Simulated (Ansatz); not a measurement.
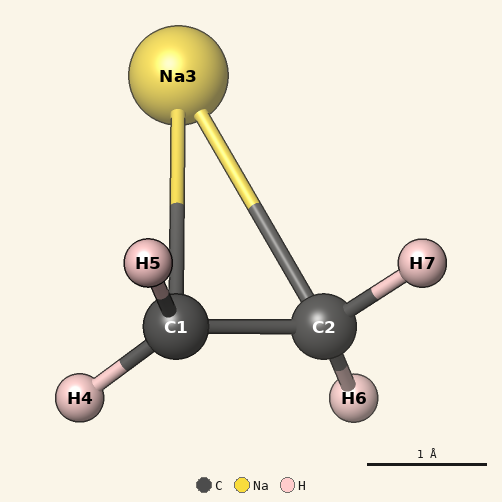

Orthographic view. Depth is shown by fading: the farther an atom, the more it takes the colour of the background. Charge +1, singlet. Computed geometry: PBE-D4/def2-SVP optimisation. No frequency run is at hand to confirm it as a minimum.

Write a Z-matrix (Å, degrees) in the order of the atom numbers, with these reference atoms: 2 to 1; 3 to 2, 1; 4 to 1, 2, 3; 5 to 1, 4, 2; 6 to 2, 1, 5; 7 to 2, 6, 1.

```
C  
C    1   1.352
Na   2   2.742   1    76.2
H    1   1.105   2   121.6   3    92.5
H    1   1.105   4   116.7   2  -175.2
H    2   1.105   1   121.5   5   174.9
H    2   1.105   6   116.7   1   175.0
```
